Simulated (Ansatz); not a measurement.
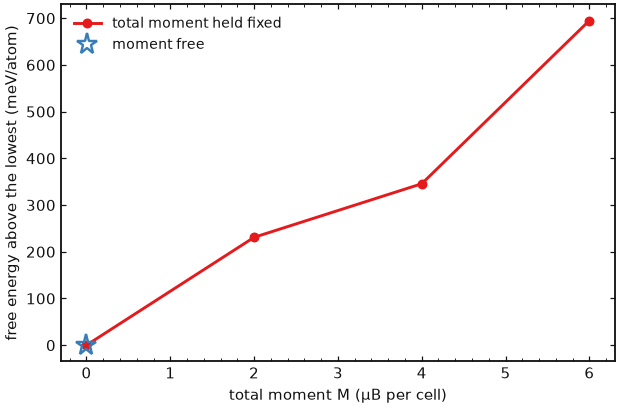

Fixed-spin-moment scan.
- system: MoS₂ (P6_3/mmc, 6 atoms in the cell)
- method: Ansatz, DFT, PBE+U, PAW, plane waves, scalar-relativistic; cutoff 420 eV, 8×8×2 k-mesh, Gaussian smearing of 0.05 eV, collinear spins, U = 4.38 eV on Mo d

What does the curve say about the magnetic state?

Answer. Among the held moments the energy is lowest at M = 0 μB. The best free run ends at M = 0.0 μB, at or below every held value. Antiparallel orders weren't tried, and these are the states found from these starts; lower ones may exist.
